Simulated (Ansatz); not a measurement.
# C₂F₄: geometry at several levels

Aim: geometry at several levels, for C₂F₄, with the cost of each level.

Method: the levels named in each step, in Ansatz 0.2.0.

### 1 The system as given

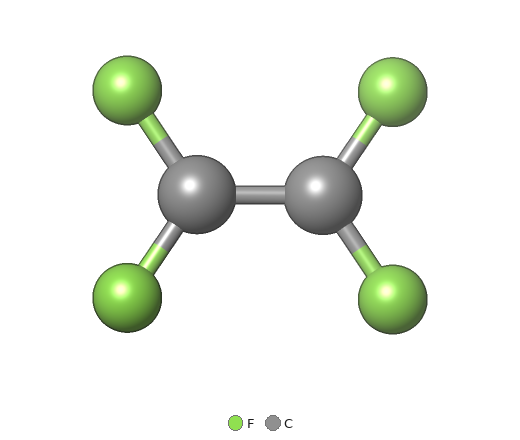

The starting structure, seen from a chosen angle (fluorine green, carbon grey).

Structure file:

```xyz
6

F    -1.3609   -0.0065    1.1450
C    -0.6635   -0.0246    0.0240
F    -1.4366   -0.0972   -1.0438
C     0.6635    0.0246   -0.0240
F     1.3609    0.0063   -1.1450
F     1.4366    0.0974    1.0438
```

### 2 A rough first relaxation, PBE-D4/def2-SVP

This run stands in another session on the same molecule. It ended at:

```xyz
6

F    -1.3567   -0.0057    1.1579
C    -0.6714   -0.0249    0.0243
F    -1.4334   -0.0977   -1.0570
C     0.6714    0.0249   -0.0243
F     1.3567    0.0057   -1.1579
F     1.4334    0.0977    1.0570
```

### 3 Relaxation, HF/STO-3G

Input file input.yaml:

```yaml
crystal:
  periodic: [false, false, false]
  atoms:
    - { symbol: F, position_ang: [-1.35672244, -0.00566005, 1.15786868] }
    - { symbol: C, position_ang: [-0.67135063, -0.0248943, 0.02427597] }
    - { symbol: F, position_ang: [-1.43338489, -0.0977327, -1.0569942] }
    - { symbol: C, position_ang: [0.67135169, 0.02486275, -0.02427555] }
    - { symbol: F, position_ang: [1.35672202, 0.00568102, -1.15786984] }
    - { symbol: F, position_ang: [1.43338425, 0.09771327, 1.05699494] }
basis:
  gaussian: { orbitals: STO-3G }
hamiltonian:
  xc: hf
relax:
  f_tol: 0.002
  max_steps: 150
```

Command:

```bash
ansatz run input.yaml --threads 2 --pin off --max-ram 5120MiB --backend cpu --events-out ev --progress --plain --runs-dir out
```

The log of the run (excerpt; [...] marks lines left out):

```text
Warning: RAYON_NUM_THREADS=2 ignored (pool sized by the plan → 2); use --threads N
[...]
Functional definition: HF
[...]
463 factors; integrals over basis functions are off by at most 8.9e-6 eV
[...]
mean field -12705.07186071 eV, -466.9027790740 hartree, gradient 4.1e-5 eV, S^2 0.000000; 0 other end points of the search recorded, 0 dependent functions left out
[...]
reference -12705.07186071 eV, -466.9027790740 hartree; 24, 24 occupied and 6, 6 virtual orbitals, 463 factors
relax step   1: F+E_penalty+E_count = -12705.07186071 eV  Δ(F+E_penalty+E_count) = +0.000e0 eV  max|allowed force component| = 2.695e0 eV/Å  Δτ_max = 0.0000 Å  (23 SCF iters, accepted)
[...]
relax step   5: F+E_penalty+E_count = -12705.17938085 eV  Δ(F+E_penalty+E_count) = -1.976e-5 eV  max|allowed force component| = 8.736e-3 eV/Å  Δτ_max = 0.0004 Å  (26 SCF iters, accepted)
[...]
relax step   6: F+E_penalty+E_count = -12705.17938187 eV  Δ(F+E_penalty+E_count) = -1.022e-6 eV  max|allowed force component| = 1.337e-4 eV/Å  Δτ_max = 0.0002 Å  (26 SCF iters, accepted)
463 factors; integrals over basis functions are off by at most 9.3e-6 eV
[...]
mean field -12705.17938187 eV, -466.9067304037 hartree, gradient 4.3e-6 eV, S^2 0.000000; 1 other end points of the search recorded, 0 dependent functions left out
[...]
reference -12705.17938187 eV, -466.9067304037 hartree; 24, 24 occupied and 6, 6 virtual orbitals, 463 factors
Total energy: -12705.17938187 eV, -466.9067304037 hartree
Atom 0 at    -1.370860    -0.005389     1.178515 Å, force    -0.000089    -0.000001     0.000037 eV/Å
Atom 1 at    -0.665178    -0.024655     0.024049 Å, force     0.000134     0.000002    -0.000013 eV/Å
Atom 2 at    -1.448918    -0.099114    -1.076568 Å, force    -0.000090    -0.000003    -0.000026 eV/Å
Atom 3 at     0.665178     0.024645    -0.024049 Å, force    -0.000133    -0.000007     0.000014 eV/Å
Atom 4 at     1.370861     0.005380    -1.178515 Å, force     0.000088     0.000003    -0.000037 eV/Å
Atom 5 at     1.448918     0.099103     1.076569 Å, force     0.000090     0.000006     0.000026 eV/Å
Dipole moment:    -0.000000     0.000000    -0.000000 e Å
```

Run time: 1.9 s. Hardware: 2 threads of Intel Xeon Platinum 8375C at 2.90GHz (Ice Lake), shared host; peak memory 0.098 GiB.

Step by step:

```
step  E - E(step 1) (eV)  largest force component (eV/Å)
   1              0.0000                          2.6955
   2             -0.1037                          0.5123
   3             -0.1075                          0.0447
   4             -0.1075                          0.0497
   5             -0.1075                          0.0087
   6             -0.1075                          0.0001
```

Step 1 is the start.

Before: Bond lengths: F1–C2 1.325 Å, C2–F3 1.325 Å, C2–C4 1.345 Å, C4–F5 1.325 Å, C4–F6 1.325 Å. Angles: F1–C2–F3 113.7°, F1–C2–C4 123.2°, F3–C2–C4 123.2°, C2–C4–F5 123.2°, C2–C4–F6 123.2°, F5–C4–F6 113.7°.

After: Bond lengths: F1–C2 1.353 Å, C2–F3 1.353 Å, C2–C4 1.332 Å, C4–F5 1.353 Å, C4–F6 1.353 Å. Angles: F1–C2–F3 113.1°, F1–C2–C4 123.4°, F3–C2–C4 123.4°, C2–C4–F5 123.4°, C2–C4–F6 123.4°, F5–C4–F6 113.1°.

### 4 Relaxation, HF/6-31G*

input.yaml, as its differences from that of step 3:

```diff
@@ -10,3 +10,3 @@
 basis:
-  gaussian: { orbitals: STO-3G }
+  gaussian: { orbitals: "6-31G*" }
 hamiltonian:
```

Command:

```bash
ansatz run input.yaml --threads 2 --pin off --max-ram 5120MiB --backend cpu --events-out ev --progress --plain --runs-dir out
```

The log of the run (excerpt; [...] marks lines left out):

```text
Warning: RAYON_NUM_THREADS=2 ignored (pool sized by the plan → 2); use --threads N
[...]
[... 1 set-up line as earlier in the session ...]
[...]
878 factors; integrals over basis functions are off by at most 2.2e-4 eV
[...]
mean field -12882.15142279 eV, -473.4103329517 hartree, gradient 8.8e-6 eV, S^2 0.000000; 0 other end points of the search recorded, 0 dependent functions left out
[...]
reference -12882.15142279 eV, -473.4103329517 hartree; 24, 24 occupied and 66, 66 virtual orbitals, 878 factors
relax step   1: F+E_penalty+E_count = -12882.15142279 eV  Δ(F+E_penalty+E_count) = +0.000e0 eV  max|allowed force component| = 1.789e0 eV/Å  Δτ_max = 0.0000 Å  (33 SCF iters, accepted)
[...]
relax step   4: F+E_penalty+E_count = -12882.29659604 eV  Δ(F+E_penalty+E_count) = -6.256e-5 eV  max|allowed force component| = 1.819e-2 eV/Å  Δτ_max = 0.0010 Å  (24 SCF iters, accepted)
[...]
878 factors; integrals over basis functions are off by at most 1.8e-4 eV
mean field -12882.29661330 eV, -473.4156686046 hartree, gradient 8.3e-5 eV, S^2 0.000000; 1 other end points of the search recorded, 0 dependent functions left out
[...]
reference -12882.29661330 eV, -473.4156686046 hartree; 24, 24 occupied and 66, 66 virtual orbitals, 878 factors
Total energy: -12882.29661330 eV, -473.4156686046 hartree
Atom 0 at    -1.328224    -0.005559     1.133788 Å, force    -0.000108     0.000142    -0.000018 eV/Å
Atom 1 at    -0.649335    -0.024043     0.023475 Å, force     0.000282    -0.000283    -0.000005 eV/Å
Atom 2 at    -1.403296    -0.095698    -1.035032 Å, force    -0.000094     0.000144     0.000026 eV/Å
Atom 3 at     0.649334     0.024083    -0.023477 Å, force    -0.000259    -0.000302     0.000029 eV/Å
Atom 4 at     1.328225     0.005524    -1.133787 Å, force     0.000097     0.000151     0.000006 eV/Å
Atom 5 at     1.403296     0.095663     1.035033 Å, force     0.000083     0.000148    -0.000038 eV/Å
Dipole moment:    -0.000001     0.000018    -0.000001 e Å
```

It took 4.3 s on 2 threads of Intel Xeon Platinum 8375C at 2.90GHz (Ice Lake), shared host; peak memory 0.18 GiB.

Relaxation path:

```
step  energy from step 1 (eV)  largest force component (eV/Å)
   1                   0.0000                          1.7886
   2                  -0.1391                          0.3721
   3                  -0.1451                          0.0226
   4                  -0.1452                          0.0182
   5                  -0.1452                          0.0003
```

Step 1 is the start.

Before: Bond lengths: F1–C2 1.325 Å, C2–F3 1.325 Å, C2–C4 1.345 Å, C4–F5 1.325 Å, C4–F6 1.325 Å. Angles: F1–C2–F3 113.7°, F1–C2–C4 123.2°, F3–C2–C4 123.2°, C2–C4–F5 123.2°, C2–C4–F6 123.2°, F5–C4–F6 113.7°.

After: Bond lengths: F1–C2 1.302 Å, C2–F3 1.302 Å, C2–C4 1.300 Å, C4–F5 1.302 Å, C4–F6 1.302 Å. Angles: F1–C2–F3 113.1°, F1–C2–C4 123.4°, F3–C2–C4 123.4°, C2–C4–F5 123.4°, C2–C4–F6 123.4°, F5–C4–F6 113.1°.

### 5 Relaxation, LDA/def2-SVP

input.yaml, as its differences from that of step 4:

```diff
@@ -10,5 +10,5 @@
 basis:
-  gaussian: { orbitals: "6-31G*" }
+  gaussian: { orbitals: def2-SVP }
 hamiltonian:
-  xc: hf
+  xc: lda
 relax:
```

Command:

```bash
ansatz run input.yaml --threads 2 --pin off --max-ram 5120MiB --backend cpu --events-out ev --progress --plain --runs-dir out
```

The log of the run:

```text
Warning: RAYON_NUM_THREADS=2 ignored (pool sized by the plan → 2); use --threads N
The last accepted step is kept in <dir> (removed where the run ends without a failure and the disk answers)
Engine: ansatz 0.2.0, x86_64-unknown-linux-gnu
Functional definition: SPW92
  exchange = slater_x
  correlation = pw_c
908 factors; their error is unknown
mean field evaluation 1: about -12841.2673 eV, gradient 2.9e1 eV
mean field evaluation 2: about -12841.4870 eV, gradient 2.9e1 eV
mean field evaluation 4: about -12842.6643 eV, gradient 1.5e0 eV
mean field evaluation 8: about -12842.6007 eV, gradient 5.0e-2 eV
mean field evaluation 16: about -12842.6007 eV, gradient 6.5e-6 eV
mean field -12842.60065558 eV, -471.9568690652 hartree, gradient 6.5e-6 eV, S^2 0.000000; 0 other end points of the search recorded, 0 dependent functions left out
the calculation of the forces begins
reference -12842.60066730 eV, -471.9568694958 hartree; 24, 24 occupied and 60, 60 virtual orbitals, 908 factors
relax step   1: F+E_penalty+E_count = -12842.60065558 eV  Δ(F+E_penalty+E_count) = +0.000e0 eV  max|allowed force component| = 8.126e-1 eV/Å  Δτ_max = 0.0000 Å  (27 SCF iters, accepted)
these checks for a lower state are left out or cut short: starts, cluster_reference, orbital_swaps, neighbouring_geometries, increment
908 factors; their error is unknown
mean field -12842.63351637 eV, -471.9580766768 hartree, gradient 6.5e-6 eV, S^2 0.000000; 0 other end points of the search recorded, 0 dependent functions left out
the calculation of the forces begins
reference -12842.63352810 eV, -471.9580771079 hartree; 24, 24 occupied and 60, 60 virtual orbitals, 908 factors
relax step   2: F+E_penalty+E_count = -12842.63351637 eV  Δ(F+E_penalty+E_count) = -3.286e-2 eV  max|allowed force component| = 3.081e-1 eV/Å  Δτ_max = 0.0140 Å  (28 SCF iters, accepted)
these checks for a lower state are left out or cut short: starts, cluster_reference, orbital_swaps, neighbouring_geometries, increment
908 factors; their error is unknown
mean field evaluation 32: about -12842.6380 eV, gradient 7.2e-6 eV
mean field -12842.63797689 eV, -471.9582405980 hartree, gradient 7.2e-6 eV, S^2 0.000000; 0 other end points of the search recorded, 0 dependent functions left out
the calculation of the forces begins
reference -12842.63798863 eV, -471.9582410296 hartree; 24, 24 occupied and 60, 60 virtual orbitals, 908 factors
relax step   3: F+E_penalty+E_count = -12842.63797689 eV  Δ(F+E_penalty+E_count) = -4.461e-3 eV  max|allowed force component| = 2.553e-2 eV/Å  Δτ_max = 0.0070 Å  (29 SCF iters, accepted)
these checks for a lower state are left out or cut short: starts, cluster_reference, orbital_swaps, neighbouring_geometries, increment
908 factors; their error is unknown
mean field -12842.63799653 eV, -471.9582413197 hartree, gradient 4.9e-5 eV, S^2 0.000000; 0 other end points of the search recorded, 0 dependent functions left out
the calculation of the forces begins
reference -12842.63800827 eV, -471.9582417512 hartree; 24, 24 occupied and 60, 60 virtual orbitals, 908 factors
relax step   4: F+E_penalty+E_count = -12842.63799653 eV  Δ(F+E_penalty+E_count) = -1.964e-5 eV  max|allowed force component| = 1.325e-2 eV/Å  Δτ_max = 0.0005 Å  (19 SCF iters, accepted)
these checks for a lower state are left out or cut short: starts, cluster_reference, orbital_swaps, neighbouring_geometries, increment
908 factors; their error is unknown
mean field -12842.63799811 eV, -471.9582413778 hartree, gradient 3.1e-5 eV, S^2 0.000000; 0 other end points of the search recorded, 0 dependent functions left out
the calculation of the forces begins
reference -12842.63800985 eV, -471.9582418093 hartree; 24, 24 occupied and 60, 60 virtual orbitals, 908 factors
relax step   5: F+E_penalty+E_count = -12842.63799811 eV  Δ(F+E_penalty+E_count) = -1.582e-6 eV  max|allowed force component| = 1.082e-2 eV/Å  Δτ_max = 0.0004 Å  (19 SCF iters, accepted)
these checks for a lower state are left out or cut short: starts, cluster_reference, orbital_swaps, neighbouring_geometries, increment
908 factors; their error is unknown
mean field -12842.63800069 eV, -471.9582414726 hartree, gradient 1.0e-5 eV, S^2 0.000000; 0 other end points of the search recorded, 0 dependent functions left out
the calculation of the forces begins
reference -12842.63801243 eV, -471.9582419041 hartree; 24, 24 occupied and 60, 60 virtual orbitals, 908 factors
relax step   6: F+E_penalty+E_count = -12842.63800069 eV  Δ(F+E_penalty+E_count) = -2.579e-6 eV  max|allowed force component| = 8.936e-5 eV/Å  Δτ_max = 0.0002 Å  (18 SCF iters, accepted)
908 factors; their error is unknown
mean field evaluation 64: about -12842.6380 eV, gradient 7.9e-5 eV
mean field -12842.63800069 eV, -471.9582414726 hartree, gradient 1.0e-5 eV, S^2 0.000000; 1 other end points of the search recorded, 0 dependent functions left out
the calculation of the forces begins
reference -12842.63801243 eV, -471.9582419041 hartree; 24, 24 occupied and 60, 60 virtual orbitals, 908 factors
Total energy: -12842.63801243 eV, -471.9582419041 hartree
Atom 0 at    -1.340892    -0.005613     1.144238 Å, force     0.000017    -0.000010    -0.000046 eV/Å
Atom 1 at    -0.667931    -0.024759     0.024148 Å, force    -0.000089     0.000014     0.000002 eV/Å
Atom 2 at    -1.416656    -0.096582    -1.044541 Å, force     0.000020    -0.000006     0.000045 eV/Å
Atom 3 at     0.667931     0.024745    -0.024149 Å, force     0.000088     0.000021    -0.000003 eV/Å
Atom 4 at     1.340893     0.005605    -1.144238 Å, force    -0.000016    -0.000008     0.000046 eV/Å
Atom 5 at     1.416654     0.096574     1.044542 Å, force    -0.000019    -0.000011    -0.000045 eV/Å
Dipole moment:     0.000000    -0.000000     0.000000 e Å
```

Wall time 3.4 s (2 threads of Intel Xeon Platinum 8375C at 2.90GHz (Ice Lake), shared host); peak memory 0.13 GiB.

Step by step:

```
step  energy from step 1 (eV)  largest force component (eV/Å)
   1                   0.0000                          0.8126
   2                  -0.0329                          0.3081
   3                  -0.0373                          0.0255
   4                  -0.0373                          0.0133
   5                  -0.0373                          0.0108
   6                  -0.0373                          0.0001
```

Step 1 is the start.

Before: Bond lengths: F1–C2 1.325 Å, C2–F3 1.325 Å, C2–C4 1.345 Å, C4–F5 1.325 Å, C4–F6 1.325 Å. Angles: F1–C2–F3 113.7°, F1–C2–C4 123.2°, F3–C2–C4 123.2°, C2–C4–F5 123.2°, C2–C4–F6 123.2°, F5–C4–F6 113.7°.

After: Bond lengths: F1–C2 1.307 Å, C2–F3 1.307 Å, C2–C4 1.338 Å, C4–F5 1.307 Å, C4–F6 1.307 Å. Angles: F1–C2–F3 114.0°, F1–C2–C4 123.0°, F3–C2–C4 123.0°, C2–C4–F5 123.0°, C2–C4–F6 123.0°, F5–C4–F6 114.0°.

### 6 Relaxation, PBE-D4/def2-SVP

input.yaml, as its differences from that of step 5:

```diff
@@ -12,3 +12,4 @@
 hamiltonian:
-  xc: lda
+  xc: pbe
+  dispersion: d4
 relax:
```

Command:

```bash
ansatz run input.yaml --threads 2 --pin off --max-ram 5120MiB --backend cpu --events-out ev --progress --plain --runs-dir out
```

The log of the run (excerpt; [...] marks lines left out):

```text
Warning: RAYON_NUM_THREADS=2 ignored (pool sized by the plan → 2); use --threads N
[...]
Functional definition: PBE
[...]
908 factors; their error is unknown
[...]
mean field -12917.26980756 eV, -474.7009097880 hartree, gradient 1.2e-5 eV, S^2 0.000000; 0 other end points of the search recorded, 0 dependent functions left out
[...]
reference -12917.26981996 eV, -474.7009102436 hartree; 24, 24 occupied and 60, 60 virtual orbitals, 908 factors
relax step   1: F+E_penalty+E_count = -12917.36083421 eV  Δ(F+E_penalty+E_count) = +0.000e0 eV  max|allowed force component| = 2.543e-2 eV/Å  Δτ_max = 0.0000 Å  (26 SCF iters, accepted)
[...]
relax step   2: F+E_penalty+E_count = -12917.36087186 eV  Δ(F+E_penalty+E_count) = -3.765e-5 eV  max|allowed force component| = 1.725e-2 eV/Å  Δτ_max = 0.0007 Å  (19 SCF iters, accepted)
[...]
relax step   3: F+E_penalty+E_count = -12917.36088381 eV  Δ(F+E_penalty+E_count) = -1.195e-5 eV  max|allowed force component| = 7.623e-4 eV/Å  Δτ_max = 0.0007 Å  (18 SCF iters, accepted)
908 factors; their error is unknown
[...]
mean field -12917.26983349 eV, -474.7009107407 hartree, gradient 5.4e-5 eV, S^2 0.000000; 1 other end points of the search recorded, 0 dependent functions left out
[...]
reference -12917.26984588 eV, -474.7009111961 hartree; 24, 24 occupied and 60, 60 virtual orbitals, 908 factors
Total energy: -12917.36089620 eV, -474.7042572336 hartree
Atom 0 at    -1.355374    -0.005596     1.158232 Å, force     0.000088    -0.000111    -0.000183 eV/Å
Atom 1 at    -0.671284    -0.024908     0.024271 Å, force    -0.000762     0.000187    -0.000007 eV/Å
Atom 2 at    -1.432068    -0.097682    -1.057455 Å, force     0.000099    -0.000098     0.000196 eV/Å
Atom 3 at     0.671286     0.024845    -0.024269 Å, force     0.000746     0.000245    -0.000010 eV/Å
Atom 4 at     1.355374     0.005612    -1.158233 Å, force    -0.000079    -0.000102     0.000191 eV/Å
Atom 5 at     1.432066     0.097699     1.057455 Å, force    -0.000090    -0.000120    -0.000187 eV/Å
Dipole moment:     0.000000    -0.000006     0.000000 e Å
```

Run time: 2.9 s. Hardware: 2 threads of Intel Xeon Platinum 8375C at 2.90GHz (Ice Lake), shared host; peak memory 0.13 GiB.

The steps of the relaxation:

| step | E - E(step 1) (eV) | largest force component (eV/Å) |
| --- | --- | --- |
| 1 | 0.0000 | 0.0254 |
| 2 | 0.0000 | 0.0172 |
| 3 | -0.0001 | 0.0008 |

Step 1 is the start.

Before: Bond lengths: F1–C2 1.325 Å, C2–F3 1.325 Å, C2–C4 1.345 Å, C4–F5 1.325 Å, C4–F6 1.325 Å. Angles: F1–C2–F3 113.7°, F1–C2–C4 123.2°, F3–C2–C4 123.2°, C2–C4–F5 123.2°, C2–C4–F6 123.2°, F5–C4–F6 113.7°.

After: Bond lengths: F1–C2 1.324 Å, C2–F3 1.324 Å, C2–C4 1.344 Å, C4–F5 1.324 Å, C4–F6 1.324 Å. Angles: F1–C2–F3 113.8°, F1–C2–C4 123.1°, F3–C2–C4 123.1°, C2–C4–F5 123.1°, C2–C4–F6 123.1°, F5–C4–F6 113.8°.

### 7 Relaxation, PBE0-D4/def2-TZVPP

This run stands in another session on the same molecule. It ended at:

```xyz
6

F    -1.3410   -0.0057    1.1428
C    -0.6591   -0.0244    0.0238
F    -1.4166   -0.0965   -1.0431
C     0.6591    0.0244   -0.0238
F     1.3410    0.0057   -1.1428
F     1.4166    0.0965    1.0431
```

### 8 Relaxation, MP2/def2-TZVPP

Input file input.yaml:

```yaml
crystal:
  periodic: [false, false, false]
  atoms:
    - { symbol: F, position_ang: [-1.34096086, -0.0056811, 1.14275392] }
    - { symbol: C, position_ang: [-0.659074, -0.0244197, 0.02382767] }
    - { symbol: F, position_ang: [-1.41662163, -0.09652626, -1.0430553] }
    - { symbol: C, position_ang: [0.65907353, 0.02442788, -0.02382888] }
    - { symbol: F, position_ang: [1.34096205, 0.00566213, -1.14275347] }
    - { symbol: F, position_ang: [1.41662092, 0.09650703, 1.04305605] }
basis:
  gaussian: { orbitals: def2-TZVPP }
correlation:
  method: mp2
relax:
  f_tol: 0.002
  max_steps: 40
```

Command:

```bash
ansatz run input.yaml --threads 2 --pin off --max-ram 5120MiB --backend cpu --events-out ev --progress --plain --runs-dir out
```

The log of the run (excerpt; [...] marks lines left out):

```text
Warning: RAYON_NUM_THREADS=2 ignored (pool sized by the plan → 2); use --threads N
[...]
[... 1 set-up line as earlier in the session ...]
[...]
1329 factors; integrals over basis functions are off by at most 2.9e-4 eV
[...]
mean field -12888.14044185 eV, -473.6304253426 hartree, gradient 2.9e-6 eV, S^2 0.000000; 0 other end points of the search recorded, 0 dependent functions left out
6 core orbitals not correlated: weight in the atoms' cores, before any rotation towards them, 1.000 or more for the frozen orbitals, at most 0.000 for the correlated occupied ones
reference -12888.14044185 eV, -473.6304253426 hartree; 18, 18 occupied and 162, 162 virtual orbitals, 1329 factors
second order -34.99952333 eV of doubles, -0.00000000 eV of singles
[...]
relax step   1: F+E_penalty+E_count = -12923.13996517 eV  Δ(F+E_penalty+E_count) = +0.000e0 eV  max|allowed force component| = 2.315e-1 eV/Å  Δτ_max = 0.0000 Å  (57 SCF iters, accepted)
[...]
reference -12888.10896480 eV, -473.6292685823 hartree; 18, 18 occupied and 162, 162 virtual orbitals, 1329 factors
second order -35.03416428 eV of doubles, -0.00000000 eV of singles
[...]
Total energy: -12923.14312907 eV, -474.9167503724 hartree
Atom 0 at    -1.344289    -0.005613     1.147543 Å, force    -0.000009     0.000006    -0.000002 eV/Å
Atom 1 at    -0.661456    -0.024516     0.023914 Å, force     0.000004    -0.000012     0.000000 eV/Å
Atom 2 at    -1.420272    -0.096845    -1.047593 Å, force    -0.000009     0.000006     0.000002 eV/Å
Atom 3 at     0.661456     0.024508    -0.023915 Å, force    -0.000003    -0.000012     0.000001 eV/Å
Atom 4 at     1.344289     0.005601    -1.147543 Å, force     0.000009     0.000007     0.000002 eV/Å
Atom 5 at     1.420271     0.096834     1.047593 Å, force     0.000009     0.000006    -0.000003 eV/Å
Dipole moment:    -0.000000     0.000000    -0.000000 e Å
Checks for a lower state left out: cluster_reference
```

Run time: 45 s. Hardware: 2 threads of Intel Xeon Platinum 8375C at 2.90GHz (Ice Lake), shared host; peak memory 0.62 GiB.

The steps of the relaxation:

| step | E - E(step 1) (eV) | largest force component (eV/Å) |
| --- | --- | --- |
| 1 | 0.0000 | 0.2315 |
| 2 | -0.0028 | 0.0834 |
| 3 | -0.0032 | 0.0038 |
| 4 | -0.0032 | 0.0052 |
| 5 | -0.0032 | 0.0000 |

Step 1 is the start.

Before: Bond lengths: F1–C2 1.310 Å, C2–F3 1.310 Å, C2–C4 1.320 Å, C4–F5 1.310 Å, C4–F6 1.310 Å. Angles: F1–C2–F3 113.3°, F1–C2–C4 123.4°, F3–C2–C4 123.4°, C2–C4–F5 123.4°, C2–C4–F6 123.4°, F5–C4–F6 113.3°.

After: Bond lengths: F1–C2 1.315 Å, C2–F3 1.315 Å, C2–C4 1.325 Å, C4–F5 1.315 Å, C4–F6 1.315 Å. Angles: F1–C2–F3 113.4°, F1–C2–C4 123.3°, F3–C2–C4 123.3°, C2–C4–F5 123.3°, C2–C4–F6 123.3°, F5–C4–F6 113.4°.

### 9 The levels compared

```csv
level,F1–C2 (Å),C2–F3 (Å),C2–C4 (Å),rotational constants (MHz),dipole (D),CPU time
HF/STO-3G,1.3532,1.3532,1.3321,"5215.6, 3117.5, 1951.2",0.00,3.4 s
HF/6-31G*,1.3015,1.3015,1.3004,"5638.8, 3318.8, 2089.2",0.00,7.9 s
LDA/def2-SVP,1.3068,1.3068,1.3377,"5536.4, 3248.2, 2047.1",0.00,6.1 s
PBE-D4/def2-SVP,1.3245,1.3245,1.3444,"5402.7, 3181.4, 2002.3",0.00,5.3 s
PBE0-D4/def2-TZVPP,1.3105,1.3105,1.3199,"5551.5, 3254, 2051.5",0.00,31 s
MP2/def2-TZVPP,1.3150,1.3150,1.3247,"5504.4, 3237.1, 2038.4",0.00,86 s
```

Constants are for the commonest isotopes at the equilibrium geometry; times are CPU times of the relaxations.

### 10 What came out

| quantity | value |
| --- | --- |
| F1–C2 at MP2/def2-TZVPP | 1.315 Å |
| C2–F3 at MP2/def2-TZVPP | 1.315 Å |
| C2–C4 at MP2/def2-TZVPP | 1.325 Å |

In words: The F–C distance spreads over 0.052 Å, from HF/6-31G* (shortest) to HF/STO-3G.
